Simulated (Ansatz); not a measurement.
**C4H3F7 (SMILES FCC(F)(F)C(F)(F)C(F)F): density, localisation and related maps**

```
atom    x (Å)    y (Å)    z (Å)
   F  -2.4077   1.5540  -0.4129
   C  -1.4354   0.6366  -0.6976
   C  -0.7229   0.2775   0.5926
   F  -1.6160  -0.2062   1.4739
   F  -0.1627   1.3825   1.1437
   C   0.4018  -0.7757   0.4388
   F  -0.0509  -1.7858  -0.3274
   F   0.6960  -1.2619   1.6551
   C   1.7119  -0.2309  -0.1496
   F   1.4802   0.2771  -1.3798
   F   2.5791  -1.2461  -0.2701
   H  -0.7320   1.0660  -1.4117
   H  -1.8941  -0.2620  -1.1149
   H   2.1398   0.5455   0.4889
```

Geometry: PBE0-D4/def2-TZVP.

Method: Ansatz 0.2.0, RKS PBE0-D4/def2-TZVPP.

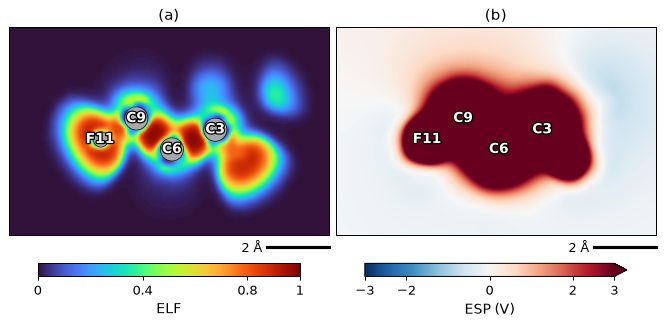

Figure 1. (a) electron localisation function; (b) electrostatic potential on the plane of atoms C3, C6 and C9. Grey discs cover the atomic cores in the ELF map.

Interpret the plot.

The plane passes through C and F nuclei.
C–F (1.34 Å): the ELF peaks at about 0.80 between the atoms: a shared but strongly polarised pair.
C–C (1.54 Å): the ELF peaks at about 1 between the atoms (a shared electron pair).
The ELF also peaks beside F4 and F11, away from the bonds: lone-pair regions.
Outside the dense part of the molecule the potential is most negative (−0.8 V) near F1, which lies off the plane.

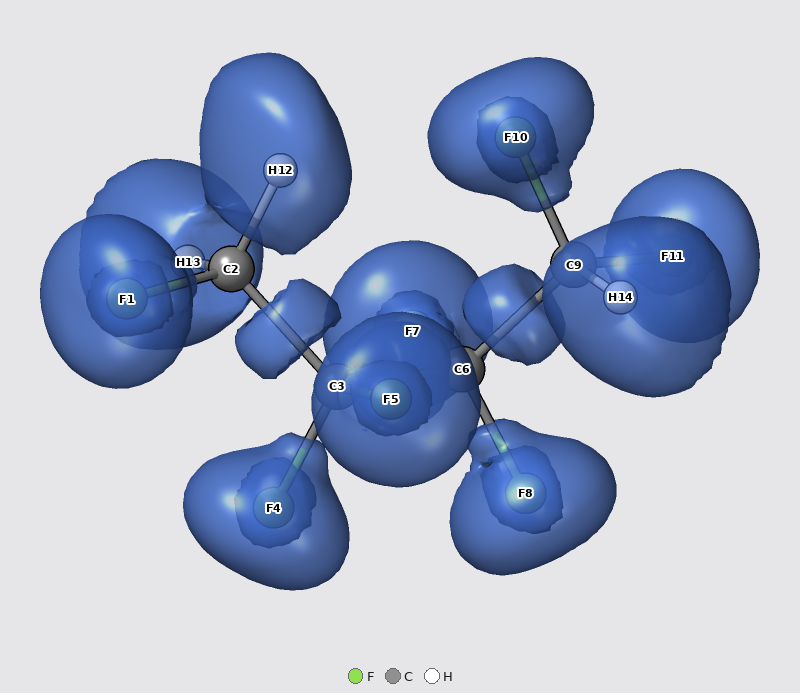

Figure 2. Isosurface of the ELF at 0.75 (blue), seen at a tilt. Only the valence region is drawn (cores and ρ < 0.01 e/Å³ removed).

Describe the localisation domains.

At this value the surface marks out three regions between bonded C–C atoms (shared pairs), one region around a hydrogen nucleus, seven regions on F in which the atom's valence shell and bonds are merged and one joined region spread over several atoms (C, H), in which their bonds and any lone pairs are merged. Profiles from the grid: C–C (1.52 Å): the ELF peaks at about 1 between the atoms, as expected for localised, covalent bonding.

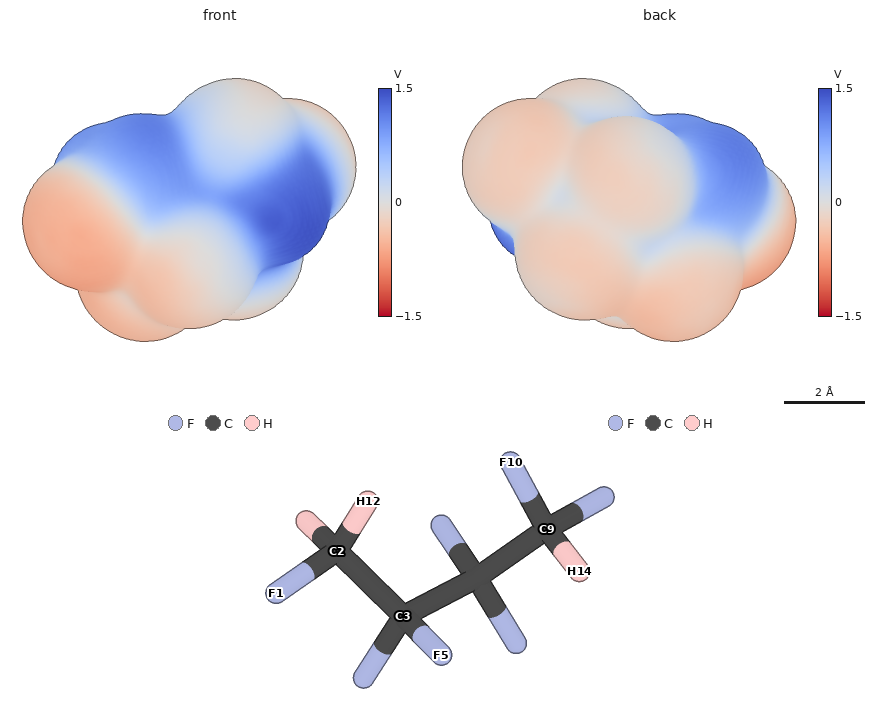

Figure 3. The electrostatic potential painted on the density surface at 0.001 e/bohr³, seen from the front and from behind; the colour scale runs from red (negative) to blue (positive). The bare structure is drawn below in the same view.

Where is the surface potential most negative and most positive?

The most negative region (about −0.6 V) lies over F1, the most positive (about +1.4 V) over H14.
